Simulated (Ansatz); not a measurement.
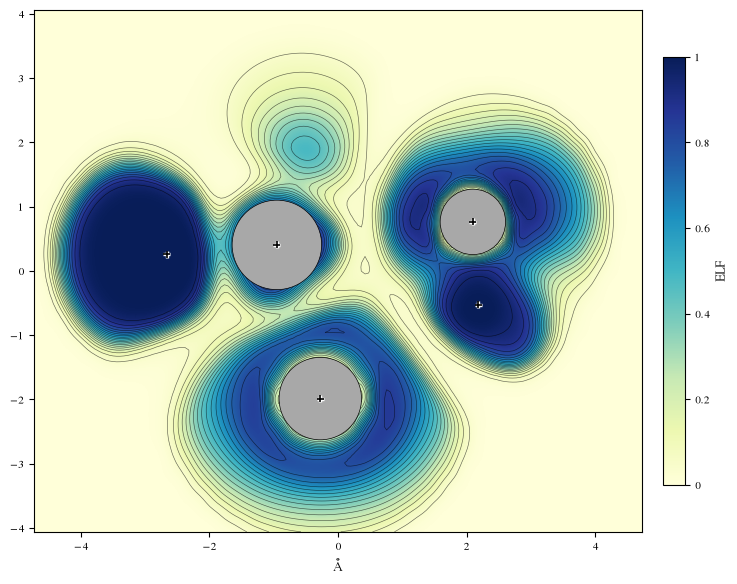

The electron localisation function on a plane through atoms (crosses mark nuclei in the plane; grey discs cover the cores).

Method: RKS PBE0-D4/def2-SVP (Ansatz).

Candidates:
A. F₄Ti
B. Cl₄Hf···HBr
C. BrClH₆W

Which candidate gave the map?

Answer. Candidate C: BrClH₆W on the plane of atoms H7, W1 and Br8, which holds W, Cl, H and Br. W–Br (2.49 Å): the ELF peaks at about 0.75 in the valence shell of Br, 1.0 Å from its nucleus, and is about 0.45 at the midpoint. W–Cl (3.07 Å): the ELF peaks at about 0.90 in the valence shell of Cl, 0.9 Å from its nucleus, and drops to about 0.05 between the two atoms.
